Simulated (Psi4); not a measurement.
# C3H10OSi (trimethylsilanol), step by step, part 2 of 2

Psi4 1.11. The steps go on from the part before.

## 3. The harmonic vibrations at PBE0-D4/def2-SVP (density fitting) (run 2)

Contents of c3h10osi.xyz:

```xyz
15
C3H10OSi
C     -1.768965     0.189639     0.074626
Si     0.089127     0.199513    -0.202850
C      0.968683     0.369422     1.448544
C      0.637632    -1.347805    -1.093254
O      0.519622     1.460920    -1.225748
H     -2.111384     1.109542     0.576123
H     -2.068422    -0.661129     0.708177
H     -2.309453     0.105897    -0.881399
H      0.674539     1.292492     1.974272
H      2.061370     0.392954     1.312136
H      0.728749    -0.477446     2.111954
H      0.402472    -2.249752    -0.506346
H      1.723837    -1.331047    -1.272755
H      0.135983    -1.435479    -2.069473
H      0.308390     2.347499    -0.921644
```

Contents of calc.py:

```python
import psi4

psi4.set_memory(1600000000)
psi4.set_num_threads(1)
psi4.set_output_file('run.log', False)

with open('c3h10osi.xyz') as f:
    atoms = ''.join(f.readlines()[2:])
mol = psi4.geometry('0 1\n' + atoms + '')

psi4.set_options({
    'basis': 'def2-SVP',
    't': 298.15,
    'rotational_symmetry_number': 1,
})

e, wfn = psi4.frequency("PBE0-D4", return_wfn=True)
print(f'PBE0-D4 energy: {e:.10f} Eh')
print('wavenumbers / cm^-1:', wfn.frequencies().np.round(1))
```

Run with:

```bash
$ python calc.py
```

run.log (excerpt; [...] marks lines left out):

```text
[...]
  Running in c1 symmetry.
[...]
  Nuclear repulsion =  249.885069728234839
[...]
  Multiplicity = 1
[...]
  Nalpha       = 25
  Nbeta        = 25
[...]
    Number of basis functions: 124
[...]
   @DF-RKS iter   1:  -483.98812222977540   -2.74820e-01   8.67669e-03 DIIS/ADIIS
[...]
   @DF-RKS iter  11:  -484.55481593399583   -1.02318e-12   1.95865e-09 DIIS
[...]
  @DF-RKS Final Energy:  -484.55481593399583
   => Energetics <=
    Nuclear Repulsion Energy =            249.8934498996820821
    One-Electron Energy =               -1162.0082847301466700
    Two-Electron Energy =                 464.8531264198488770
    DFT Exchange-Correlation Energy =     -37.2836302881316541
    Empirical Dispersion Energy =          -0.0094772352484700
    VV10 Nonlocal Energy =                  0.0000000000000000
    Total Energy =                       -484.5548159339958261
[...]
  -Total Gradient:
     Atom            X                  Y                   Z
    ------   -----------------  -----------------  -----------------
       1        0.000010211265     0.000000425859    -0.000005766572
       2       -0.000053173226    -0.000138658529     0.000046652882
       3        0.000005665657    -0.000004857881    -0.000016734391
       4       -0.000410798916    -0.000049193897    -0.000964275830
       5       -0.000136438188     0.000641415245     0.000203081018
       6       -0.000000206481    -0.000009493666    -0.000003400276
       7        0.000007796891    -0.000000328885    -0.000002060979
       8       -0.000000928546    -0.000001325385     0.000014573248
       9        0.000002482665    -0.000009817218    -0.000002507563
      10       -0.000008033894    -0.000002028620     0.000012158721
      11       -0.000003126788     0.000000505710    -0.000007380914
      12       -0.000025526716    -0.000011894626    -0.000039600115
[...]
  ==> Harmonic Vibrational Analysis <==
[...]
  Freq [cm^-1]                 134.0484            145.9484            164.8019
[...]
  Freq [cm^-1]                 166.0260            193.5034            213.3544
[...]
  Freq [cm^-1]                1433.8375           1442.3132           3048.6696
[...]
  Freq [cm^-1]                3049.9172           3057.0998           3147.5327
[...]
  Freq [cm^-1]                3149.3463           3157.5216           3157.8461
[...]
  Freq [cm^-1]                3161.2805           3164.6793           3939.2205
[...]
```

On the terminal:

```text
Warning: used thermodynamics relations inappropriate for low-frequency modes: ['134.0484' '145.9484' '164.8019' '166.0260' '193.5034' '213.3544'
 '233.2117' '274.9409' '283.1893' '611.9489']
PBE0-D4 energy: -484.5548181576 Eh
wavenumbers / cm^-1: [ 134.   145.9  164.8  166.   193.5  213.4  233.2  274.9  283.2  611.9
  665.3  685.9  692.6  735.7  756.2  791.3  811.9  856.1  882.5  931.8
 1260.9 1263.5 1269.9 1418.8 1424.3 1424.6 1431.5 1433.8 1442.3 3048.7
 3049.9 3057.1 3147.5 3149.3 3157.5 3157.8 3161.3 3164.7 3939.2]
```

Run time: 15 min. Hardware: 1 thread of Intel Xeon 6975P-C (Granite Rapids), shared host; peak memory 1.2 GiB.

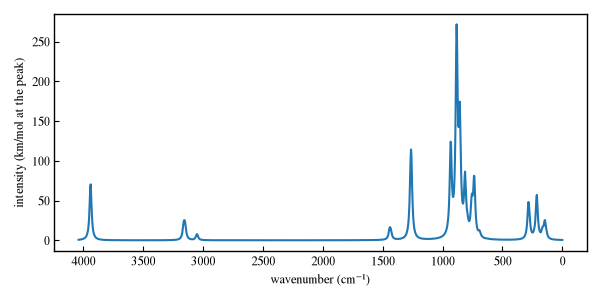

Harmonic infrared spectrum, unscaled, lines broadened by 10 cm⁻¹.

## 4. What came out

The summary covers parts 1 to 2.

```
                                                                          quantity             value
                                  run 1, PBE0-D4/def2-SVP: total energy at the end     -484.55482 Eh
                                            run 1, PBE0-D4/def2-SVP: dipole moment            1.37 D
                                              run 1, PBE0-D4/def2-SVP: HOMO energy          -7.84 eV
                                              run 1, PBE0-D4/def2-SVP: LUMO energy           1.34 eV
                                            run 1, PBE0-D4/def2-SVP: HOMO–LUMO gap           9.17 eV
                                        run 1, PBE0-D4/def2-SVP: dispersion energy     -24.88 kJ/mol
                               run 2, PBE0-D4/def2-SVP: lowest harmonic wavenumber          134 cm⁻¹
                              run 2, PBE0-D4/def2-SVP: highest harmonic wavenumber         3939 cm⁻¹
                                        run 2, PBE0-D4/def2-SVP: zero-point energy      326.8 kJ/mol
run 2, PBE0-D4/def2-SVP: ideal-gas entropy at 298.15 K (symmetry number 1 as used)  88.7 cal/(mol K)
```

The optimisation (run 1, PBE0-D4/def2-SVP) took 5 steps and changed the energy by -0.019 eV. All 39 modes (run 2, PBE0-D4/def2-SVP) are real, so the shape is a minimum at this level.
